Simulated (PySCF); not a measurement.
# C3H5F2NSi (SMILES N#CC[SiH2]C(F)F): what the fields show

```xyz
12

N     3.5361    0.3110    0.1163
C     2.4713   -0.1261   -0.0115
C     1.1201   -0.6230   -0.1662
Si   -0.1851    0.7533   -0.0217
C    -1.8792   -0.1051   -0.3108
F    -1.7997   -0.8279   -1.4645
F    -2.8539    0.8265   -0.4559
H     1.0029   -1.0972   -1.1546
H     0.9226   -1.3980    0.5929
H    -0.1596    1.3679    1.3341
H     0.0155    1.7693   -1.0882
H    -2.1913   -0.7985    0.4935
```

Geometry: PBE0-D3(BJ)/def2-SVP.

Theory: PySCF, WP04/pcSseg-1, SCF density, gas phase, non-relativistic.

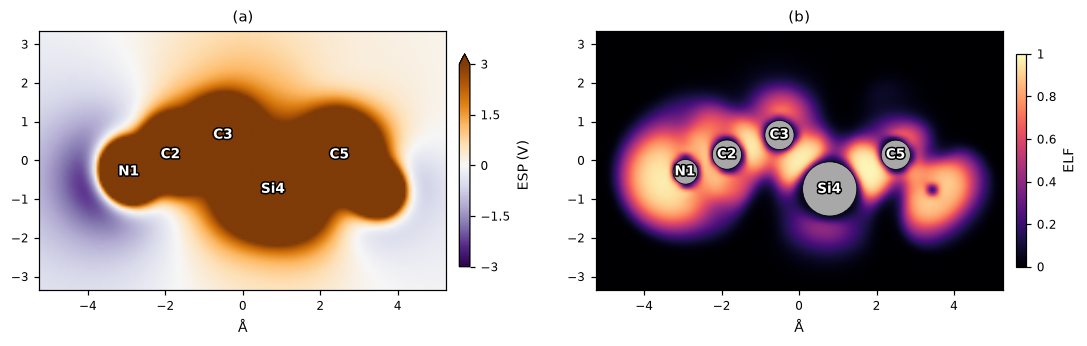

Figure 1. (a) molecular electrostatic potential; (b) electron localisation function on the plane of atoms C2, C3 and Si4. Grey discs cover the atomic cores in the ELF map.

Interpret the plot.

Atoms in the plane: N, C and Si.
C–N (1.16 Å): the ELF peaks at about 0.85 between the atoms (a short, multiple covalent bond).
C–C (1.45 Å): the ELF peaks at about 0.95 between the atoms; localised, covalent bonding.
C–Si (1.90 Å): the ELF peaks at about 0.95 between the atoms; a covalent bond.
The ELF also peaks beside F7 and N1, away from the bonds: lone-pair regions.
Outside the dense part of the molecule the potential is most negative (−2.3 V) near N1.

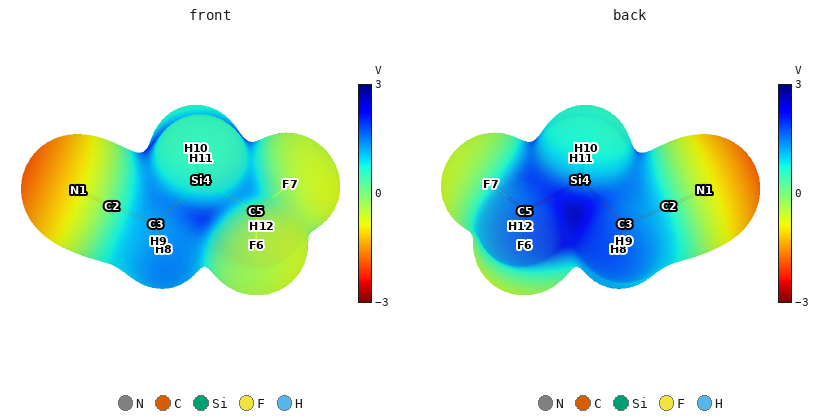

Figure 2. The electrostatic potential painted on the density surface at 0.002 e/bohr³, seen from the front and from behind; the colour scale runs from red (negative) to blue (positive).

Which sites attract a positive test charge, and which a negative one?

A positive charge is drawn to the negative regions and a negative charge to the positive ones. The most negative region (about −1.8 V) lies over N1, the most positive (about +2.5 V) over Si4. N1 is the likeliest acceptor of a hydrogen bond.
